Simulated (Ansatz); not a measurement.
**Strength of the C–C bond: C4H7NO → C3H7O + CN**

Species: C4H7NO (3-methoxypropionitrile) `COCCC#N`, singlet; C3H7O `[CH2]COC`, doublet; CN, doublet. 

Shapes, held fixed at every level: PBE0-D4/def2-TZVP. Flexible molecules stand in one conformer, not always the lowest. Programs: Ansatz 0.2.0. Electronic energies: no zero-point or thermal term.

```csv
level,kind,ΔE (kJ/mol),CPU time (sum over the molecules)
HF/def2-TZVPP,Hartree–Fock,+407.2,–
PBE-D4/def2-TZVPP,GGA,+521.0,31 s
B3LYP-D4/def2-TZVPP,global hybrid,+520.4,53 s
PBE0-D4/def2-TZVPP,global hybrid,+533.3,44 s
wB97M-V/def2-TZVPP,range-separated hybrid,+548.5,2 min
wB97X-V/def2-TZVPP,range-separated hybrid,+546.6,91 s
B2PLYP/def2-TZVPP,double hybrid,+519.0,57 s
```

B2PLYP/def2-TZVPP gives ΔE = +519.0 kJ/mol; the levels span +407.2 to +548.5. The median of the levels is +521.0. Hartree–Fock misses the correlation of the pair that is broken and comes out low. No measured value is set beside it here. Spin contamination: CN (⟨S²⟩ up to 1.11). Open shells run unrestricted unless RO is named. Times are processor times on shared x86 and Arm servers, and rough.

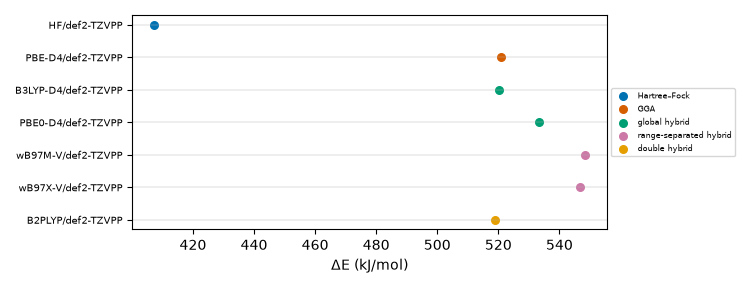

The values of the table, level by level.
